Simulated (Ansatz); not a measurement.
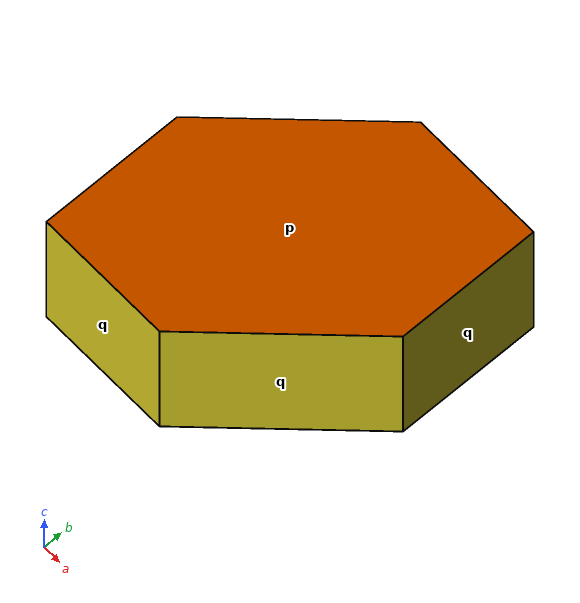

Crystal habit computed by the BFDH rule (growth rate of a face proportional to 1/d, systematic absences taken into account). This is a geometric estimate, not an energy calculation. Faces of one form share a colour. Cell of BeGe: space group P-3m1 (No. 164), a = 2.769 Å, b = 2.769 Å, c = 9.184 Å, α = 90.00°, β = 90.00°, γ = 120.00°. The structure is the input geometry of an electronic-structure calculation and need not be at equilibrium. It was generated, so it need not be a known form of this composition. Forms under 0.4 % of the area are left out.

Question: Give the Miller indices of each colour.

Answer: orange (p): {001} (d = 9.18 Å, 66 % of the area); yellow (q): {100} (d = 2.40 Å, 34 % of the area).
